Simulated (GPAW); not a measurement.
**Calculation of the molecule and its ions, with input and output: CH3GaS (part 1 of 3)**

System: CH3GaS.
Method: revPBE/dzp, scalar-relativistic datasets (GPAW 26.7.0).

The geometry comes from this level: GFN2-xTB.

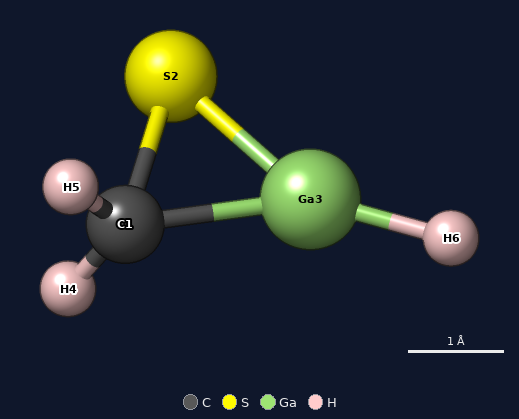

*The structure as given in the input (ball-and-stick view, seen at a tilt; atoms are numbered from 1 in the order of the input). Sticks mark near contacts.*

Input (run.py)
```python
from ase.io import read
from gpaw import GPAW

# Set up the molecule
mol = read('ch3gas.xyz')
mol.center(vacuum=4.5)

energies = {}
for name, charge, unpaired in [('neutral', 0, 0), ('oxidised', 1, 1)]:
    mol.set_initial_magnetic_moments([unpaired / len(mol)] * len(mol))
    calc = GPAW(mode='lcao',
                basis='dzp',
                h=0.22,
                xc='revPBE',
                charge=charge,
                occupations={'name': 'fermi-dirac', 'width': 0.0, 'fixmagmom': unpaired > 0},
                maxiter=100,
                symmetry='off',
                txt='-')
    mol.calc = calc
    energies[name] = mol.get_potential_energy()
    print(f'{name:10} {energies[name]:12.5f} eV')

ip = energies['oxidised'] - energies['neutral']
print(f'Vertical IP = {ip:.3f} eV')
```

File ch3gas.xyz
```
6

C     -0.417640     0.080650    -0.719480
S      0.615750    -1.552450    -0.170900
Ga     0.451480     0.232710     1.054040
H     -1.449600    -0.230400    -0.870360
H      0.021250     0.438830    -1.648680
H      0.778760     1.030660     2.355380
```

Machine: 1 thread of Intel Xeon (Granite Rapids), 16 GiB of memory available, shared host.

Command:
```bash
OMP_NUM_THREADS=1 python run.py
```

What the program printed
```
__  _  _
 | _ |_)|_||  |
 |__||  | ||/\| - 26.7.0

units:  Angstrom and eV
cores:  1
OpenMP: False

Versions:
  Python: 3.12.14
  ASE:    3.29.0
  Numpy:  2.5.5
  Scipy:  1.18.1
  Libxc:  7.0.0

        _gpaw.cpython-312-x86_64-linux-gnu.so

Input parameters:
  mode=LCAO(),
  basis={'default': 'dzp'},
  charge=0.0,
  h=0.22,
  maxiter=100,
  occupations=Occupations(name='fermi-dirac', width=0.0, fixmagmom=False),
  symmetry=Symmetry(point_group=False, time_reversal=False),
  xc=XC(name='revPBE')
        .---------------------------.
       /|                           |
      / |                           |
     /  |                           |
    /   |                           |
   /    |                           |
  /     |                           |
 *      |                           |
 |      |             H             |
 |      |                           |
 |      |            Ga             |
 |      |                           |
 |      |                           |
 |      |       H  CS               |
 |      |           H               |
 |      |                           |
 |      .---------------------------.
 |     /                           /
 |    /                           /
 |   /                           /
 |  /                           /
 | /                           /
 |/                           /
 *---------------------------*

Atoms  # Å, Bohr magnetons
|   | symbol |        x |        y |        z |    initial magnetic moments |
|---|--------|----------|----------|----------|-----------------------------|
| 0 |      C | 5.531960 | 6.133100 | 5.429200 | ( 0.0000,  0.0000,  0.0000) |
| 1 |      S | 6.565350 | 4.500000 | 5.977780 | ( 0.0000,  0.0000,  0.0000) |
| 2 |     Ga | 6.401080 | 6.285160 | 7.202720 | ( 0.0000,  0.0000,  0.0000) |
| 3 |      H | 4.500000 | 5.822050 | 5.278320 | ( 0.0000,  0.0000,  0.0000) |
| 4 |      H | 5.970850 | 6.491280 | 4.500000 | ( 0.0000,  0.0000,  0.0000) |
| 5 |      H | 6.728360 | 7.083110 | 8.504060 | ( 0.0000,  0.0000,  0.0000) |

Unit cell  # Å
| periodic |         x |         y |         z |   lengths |    angles |
|----------|-----------|-----------|-----------|-----------|-----------|
|       no | 11.228360 |  0.000000 |  0.000000 | 11.228360 | 90.000000 |
|       no |  0.000000 | 11.583110 |  0.000000 | 11.583110 | 90.000000 |
|       no |  0.000000 |  0.000000 | 13.004060 | 13.004060 | 90.000000 |

Number of symmetries: 1
Symmetry operations  # r_c * U_cc + t_c -> r_c
|   | kind |            matrix            |
|---|------|------------------------------|
| 0 |  E   |  1, 0, 0,  0, 1, 0,  0, 0, 1 |

BZ-sampling:
  Number of BZ points: 1
  Number of IBZ points: 1

  Monkhorst-Pack size: [1, 1, 1]
  Monkhorst-Pack shift: [0, 0, 0]

K-points  # in reciprocal-cell coordinates
|   |                                coordinates |     weight |
|---|--------------------------------------------|------------|
| 0 | (  0.00000000,   0.00000000,   0.00000000) | 1.00000000 |

basis functions: 54
Spin-components: 1 (collinear spins)
Bands:           14
Projectors:      24
Spin-degeneracy: 2
Datatype:        <class 'float'>

  Storage: CPU
  Wave functions: 6_048 bytes (6_048 per core)

Parallelization:
  kpt:    1
  domain: 1
  band:   1

Density:
  Valence electrons: 16.0
  Components: 1
  Grid points: [52 52 60]
  Charge: 0.0  # |e|

Potential:
  Grid points: [52 52 60]

species:
  C:
    name:    Carbon
    Z:       6.0
    valence: 4
    core:    2
    charge:  0.0  # [|e|]
    file:    C.revPBE.gz
    compensation charges:
      type: gauss
      rc: 0.20  # [Å]
      lmax: 2
    cutoffs:
      filter: 1.14  # [Å]
      core: 1.14  # [Å]
    projectors
    | kind |    occ | energy [eV] | rcut [Å] |
    |------|--------|-------------|----------|
    |   2s |  2.000 |     -13.783 |    0.635 |
    |   2p |  2.000 |      -5.237 |    0.635 |
    |    s |        |      13.429 |    0.635 |
    |    p |        |      21.974 |    0.635 |
    |    d |        |       0.000 |    0.635 |

    LCAO basis set for C:
      Name: dzp
      File: C.dzp.basis.gz
      Number of radial functions: 5
      Number of spherical harmonics: 13
        l=0, rc=5.5469 Bohr: 2s-sz confined orbital
        l=1, rc=6.6719 Bohr: 2p-sz confined orbital
        l=0, rc=3.0312 Bohr: 2s-dz split-valence wave
        l=1, rc=3.7500 Bohr: 2p-dz split-valence wave
        l=2, rc=6.6719 Bohr: d-type Gaussian polarization
      Number of RI-basis functions 0

  S:
    name:    Sulfur
    Z:       16.0
    valence: 6
    core:    10
    charge:  0.0  # [|e|]
    file:    S.revPBE.gz
    compensation charges:
      type: gauss
      rc: 0.24  # [Å]
      lmax: 2
    cutoffs:
      filter: 1.77  # [Å]
      core: 1.66  # [Å]
    projectors
    | kind |    occ | energy [eV] | rcut [Å] |
    |------|--------|-------------|----------|
    |   3s |  2.000 |     -17.230 |    0.974 |
    |   3p |  4.000 |      -6.978 |    0.979 |
    |    s |        |       9.981 |    0.974 |
    |    p |        |      20.234 |    0.979 |
    |    d |        |       0.000 |    0.900 |

    LCAO basis set for S:
      Name: dzp
      File: S.dzp.basis.gz
      Number of radial functions: 5
      Number of spherical harmonics: 13
        l=0, rc=5.5156 Bohr: 3s-sz confined orbital
        l=1, rc=6.9375 Bohr: 3p-sz confined orbital
        l=0, rc=3.0469 Bohr: 3s-dz split-valence wave
        l=1, rc=3.9375 Bohr: 3p-dz split-valence wave
        l=2, rc=6.9375 Bohr: d-type Gaussian polarization
      Number of RI-basis functions 0

  Ga:
    name:    Gallium
    Z:       31.0
    valence: 3
    core:    28
    charge:  0.0  # [|e|]
    file:    Ga.revPBE.gz
    compensation charges:
      type: gauss
      rc: 0.37  # [Å]
      lmax: 2
    cutoffs:
      filter: 2.06  # [Å]
      core: 4.17  # [Å]
    projectors
    | kind |    occ | energy [eV] | rcut [Å] |
    |------|--------|-------------|----------|
    |   4s |  2.000 |      -8.879 |    1.164 |
    |   4p |  1.000 |      -2.530 |    1.164 |
    |    s |        |      18.332 |    1.164 |
    |    p |        |      24.682 |    1.164 |
    |    d |        |       0.000 |    1.164 |

    LCAO basis set for Ga:
      Name: dzp
      File: Ga.dzp.basis.gz
      Number of radial functions: 5
      Number of spherical harmonics: 13
        l=0, rc=7.2656 Bohr: 4s-sz confined orbital
        l=1, rc=10.3438 Bohr: 4p-sz confined orbital
        l=0, rc=4.1406 Bohr: 4s-dz split-valence wave
        l=1, rc=6.0938 Bohr: 4p-dz split-valence wave
        l=2, rc=10.3438 Bohr: d-type Gaussian polarization
      Number of RI-basis functions 0

  H:
    name:    Hydrogen
    Z:       1.0
    valence: 1
    core:    0
    charge:  0.0  # [|e|]
    file:    H.revPBE.gz
    compensation charges:
      type: gauss
      rc: 0.15  # [Å]
      lmax: 2
    cutoffs:
      filter: 0.85  # [Å]
      core: 0.53  # [Å]
    projectors
    | kind |    occ | energy [eV] | rcut [Å] |
    |------|--------|-------------|----------|
    |   1s |  1.000 |      -6.547 |    0.476 |
    |    s |        |      20.664 |    0.476 |
    |    p |        |       0.000 |    0.476 |

    LCAO basis set for H:
      Name: dzp
      File: H.dzp.basis.gz
      Number of radial functions: 3
      Number of spherical harmonics: 5
        l=0, rc=6.4219 Bohr: 1s-sz confined orbital
        l=0, rc=3.6094 Bohr: 1s-dz split-valence wave
        l=1, rc=6.4219 Bohr: p-type Gaussian polarization
      Number of RI-basis functions 0

Reference energy: -64816.217615  # eV

eigensolver:
  <gpaw.new.lcao.eigensolver.LCAOEigensolver object at 0x76c87bcc5f40>
density mixing:
  MSR1-Mixer
  Pratt-step length: 0.05
  Maximum mixing coefficient: 0.75
  Old densities: 10
  SVD Regularization: 0.005
  Good broyden scale: 1.0
  Trust region scale: 1.0
  Backstep threshold: 4.0
  History deletion threshold: 6.0
  Fourier metric: weight=20.0, sigma=0.015

occupation numbers:
  # Zero width

FastPoissonSolver using
    Stencil: 6*3+1=19 point O(h^6) finite-difference Laplacian
    FFT axes: []
    FST axes: [np.int64(0), np.int64(1), np.int64(2)]

xc functional:
  name: revPBE with 2 nearest neighbor stencil
interpolation: tri-quintic # 5. degree polynomial

        .---------------------------.
       /|                           |
      / |                           |
     /  |                           |
    /   |                           |
   /    |                           |
  /     |                           |
 *      |                           |
 |      |             H             |
 |      |                           |
 |      |            Ga             |
 |      |                           |
 |      |                           |
 |      |       H  CS               |
 |      |           H               |
 |      |                           |
 |      .---------------------------.
 |     /                           /
 |    /                           /
 |   /                           /
 |  /                           /
 | /                           /
 |/                           /
 *---------------------------*

Atoms  # Å, Bohr magnetons
|   | symbol |        x |        y |        z |    initial magnetic moments |
|---|--------|----------|----------|----------|-----------------------------|
| 0 |      C | 5.531960 | 6.133100 | 5.429200 | ( 0.0000,  0.0000,  0.0000) |
| 1 |      S | 6.565350 | 4.500000 | 5.977780 | ( 0.0000,  0.0000,  0.0000) |
| 2 |     Ga | 6.401080 | 6.285160 | 7.202720 | ( 0.0000,  0.0000,  0.0000) |
| 3 |      H | 4.500000 | 5.822050 | 5.278320 | ( 0.0000,  0.0000,  0.0000) |
| 4 |      H | 5.970850 | 6.491280 | 4.500000 | ( 0.0000,  0.0000,  0.0000) |
| 5 |      H | 6.728360 | 7.083110 | 8.504060 | ( 0.0000,  0.0000,  0.0000) |

Unit cell  # Å
| periodic |         x |         y |         z |   lengths |    angles |
|----------|-----------|-----------|-----------|-----------|-----------|
|       no | 11.228360 |  0.000000 |  0.000000 | 11.228360 | 90.000000 |
|       no |  0.000000 | 11.583110 |  0.000000 | 11.583110 | 90.000000 |
|       no |  0.000000 |  0.000000 | 13.004060 | 13.004060 | 90.000000 |

Number of symmetries: 1
Symmetry operations  # r_c * U_cc + t_c -> r_c
|   | kind |            matrix            |
|---|------|------------------------------|
| 0 |  E   |  1, 0, 0,  0, 1, 0,  0, 0, 1 |

BZ-sampling:
  Number of BZ points: 1
  Number of IBZ points: 1

  Monkhorst-Pack size: [1, 1, 1]
  Monkhorst-Pack shift: [0, 0, 0]

K-points  # in reciprocal-cell coordinates
|   |                                coordinates |     weight |
|---|--------------------------------------------|------------|
| 0 | (  0.00000000,   0.00000000,   0.00000000) | 1.00000000 |

basis functions: 54
Spin-components: 1 (collinear spins)
Bands:           14
Projectors:      24
Spin-degeneracy: 2
Datatype:        <class 'float'>

  Storage: CPU
  Wave functions: 6_048 bytes (6_048 per core)

Parallelization:
  kpt:    1
  domain: 1
  band:   1

Density:
  Valence electrons: 16.0
  Components: 1
  Grid points: [52 52 60]
  Charge: 0.0  # |e|

Potential:
  Grid points: [52 52 60]

species:
  C:
    name:    Carbon
    Z:       6.0
    valence: 4
    core:    2
    charge:  0.0  # [|e|]
    file:    C.revPBE.gz
    compensation charges:
      type: gauss
      rc: 0.20  # [Å]
      lmax: 2
    cutoffs:
      filter: 1.14  # [Å]
      core: 1.14  # [Å]
    projectors
    | kind |    occ | energy [eV] | rcut [Å] |
    |------|--------|-------------|----------|
    |   2s |  2.000 |     -13.783 |    0.635 |
    |   2p |  2.000 |      -5.237 |    0.635 |
    |    s |        |      13.429 |    0.635 |
    |    p |        |      21.974 |    0.635 |
    |    d |        |       0.000 |    0.635 |

    LCAO basis set for C:
      Name: dzp
      File: C.dzp.basis.gz
      Number of radial functions: 5
      Number of spherical harmonics: 13
        l=0, rc=5.5469 Bohr: 2s-sz confined orbital
        l=1, rc=6.6719 Bohr: 2p-sz confined orbital
        l=0, rc=3.0312 Bohr: 2s-dz split-valence wave
        l=1, rc=3.7500 Bohr: 2p-dz split-valence wave
        l=2, rc=6.6719 Bohr: d-type Gaussian polarization
      Number of RI-basis functions 0

  S:
    name:    Sulfur
    Z:       16.0
    valence: 6
    core:    10
    charge:  0.0  # [|e|]
    file:    S.revPBE.gz
    compensation charges:
      type: gauss
      rc: 0.24  # [Å]
      lmax: 2
    cutoffs:
      filter: 1.77  # [Å]
      core: 1.66  # [Å]
    projectors
    | kind |    occ | energy [eV] | rcut [Å] |
    |------|--------|-------------|----------|
    |   3s |  2.000 |     -17.230 |    0.974 |
    |   3p |  4.000 |      -6.978 |    0.979 |
    |    s |        |       9.981 |    0.974 |
    |    p |        |      20.234 |    0.979 |
    |    d |        |       0.000 |    0.900 |

    LCAO basis set for S:
      Name: dzp
      File: S.dzp.basis.gz
      Number of radial functions: 5
      Number of spherical harmonics: 13
        l=0, rc=5.5156 Bohr: 3s-sz confined orbital
        l=1, rc=6.9375 Bohr: 3p-sz confined orbital
        l=0, rc=3.0469 Bohr: 3s-dz split-valence wave
        l=1, rc=3.9375 Bohr: 3p-dz split-valence wave
        l=2, rc=6.9375 Bohr: d-type Gaussian polarization
      Number of RI-basis functions 0

  Ga:
    name:    Gallium
    Z:       31.0
    valence: 3
    core:    28
    charge:  0.0  # [|e|]
    file:    Ga.revPBE.gz
    compensation charges:
      type: gauss
      rc: 0.37  # [Å]
      lmax: 2
    cutoffs:
      filter: 2.06  # [Å]
      core: 4.17  # [Å]
    projectors
    | kind |    occ | energy [eV] | rcut [Å] |
    |------|--------|-------------|----------|
    |   4s |  2.000 |      -8.879 |    1.164 |
    |   4p |  1.000 |      -2.530 |    1.164 |
    |    s |        |      18.332 |    1.164 |
    |    p |        |      24.682 |    1.164 |
    |    d |        |       0.000 |    1.164 |

    LCAO basis set for Ga:
      Name: dzp
      File: Ga.dzp.basis.gz
      Number of radial functions: 5
      Number of spherical harmonics: 13
        l=0, rc=7.2656 Bohr: 4s-sz confined orbital
        l=1, rc=10.3438 Bohr: 4p-sz confined orbital
        l=0, rc=4.1406 Bohr: 4s-dz split-valence wave
        l=1, rc=6.0938 Bohr: 4p-dz split-valence wave
        l=2, rc=10.3438 Bohr: d-type Gaussian polarization
      Number of RI-basis functions 0

  H:
    name:    Hydrogen
    Z:       1.0
    valence: 1
    core:    0
    charge:  0.0  # [|e|]
    file:    H.revPBE.gz
    compensation charges:
      type: gauss
      rc: 0.15  # [Å]
      lmax: 2
    cutoffs:
      filter: 0.85  # [Å]
      core: 0.53  # [Å]
    projectors
    | kind |    occ | energy [eV] | rcut [Å] |
    |------|--------|-------------|----------|
    |   1s |  1.000 |      -6.547 |    0.476 |
    |    s |        |      20.664 |    0.476 |
    |    p |        |       0.000 |    0.476 |

    LCAO basis set for H:
      Name: dzp
      File: H.dzp.basis.gz
      Number of radial functions: 3
      Number of spherical harmonics: 5
        l=0, rc=6.4219 Bohr: 1s-sz confined orbital
        l=0, rc=3.6094 Bohr: 1s-dz split-valence wave
        l=1, rc=6.4219 Bohr: p-type Gaussian polarization
      Number of RI-basis functions 0

Reference energy: -64816.217615  # eV

eigensolver:
  <gpaw.new.lcao.eigensolver.LCAOEigensolver object at 0x76c8777dcd10>
density mixing:
  MSR1-Mixer
  Pratt-step length: 0.05
  Maximum mixing coefficient: 0.75
  Old densities: 10
  SVD Regularization: 0.005
  Good broyden scale: 1.0
  Trust region scale: 1.0
  Backstep threshold: 4.0
  History deletion threshold: 6.0
  Fourier metric: weight=20.0, sigma=0.015

occupation numbers:
  # Zero width

FastPoissonSolver using
    Stencil: 6*3+1=19 point O(h^6) finite-difference Laplacian
    FFT axes: []
    FST axes: [np.int64(0), np.int64(1), np.int64(2)]

xc functional:
  name: revPBE with 2 nearest neighbor stencil
interpolation: tri-quintic # 5. degree polynomial

Initialization done in: 2.483 s

convergence criteria:
- Maximum [total energy] change in last 3 cyles: 0.0005 eV / valence electron
- Maximum integral of absolute [dens]ity change: 0.0001 electrons / valence electron
- Maximum integral of absolute [eigenst]ate change: 4e-08 eV^2 / valence electron
maximum number of iterations: 100

SCF iterations
|iter     |     time |      energy | eigst |  dens |
|---------|----------|-------------|-------|-------|
|iter:   1| 00:00:03 |  -24.191674 |      c|       |
|iter:   2| 00:00:03 |  -23.802795 |      c| -0.69 |
|iter:   3| 00:00:03 |  -22.552353 |      c| -0.73 |
|iter:   4| 00:00:04 |  -22.522276 |      c| -1.29 |
|iter:   5| 00:00:04 |  -22.509794 |      c| -1.63 |
|iter:   6| 00:00:04 |  -22.506734 |      c| -1.99 |
|iter:   7| 00:00:05 |  -22.506668c|      c| -2.66 |
|iter:   8| 00:00:05 |  -22.506666c|      c| -3.21 |
|iter:   9| 00:00:06 |  -22.506666c|      c| -3.89 |
|iter:  10| 00:00:06 |  -22.506666c|      c| -4.58c|

Converged in 10 steps
SCF loop duration: 3.431 s (0.343 s/step)
Energy contributions relative to reference atoms: (reference = -64816.217615)

Energy contributions:
  Kinetic:          38.531466
  Coulomb:         -37.745048
  Zero:              0.264840
  External:          0.000000
  Xc:              -23.557924
  Entropy:           0.000000
  Spinorbit:         0.000000
  ----------------------------
  Free energy:     -22.506666
  Extrapolated:    -22.506666

dipole moment: (-0.058278, 0.332043, 0.175135)  # |e|*Ang
```
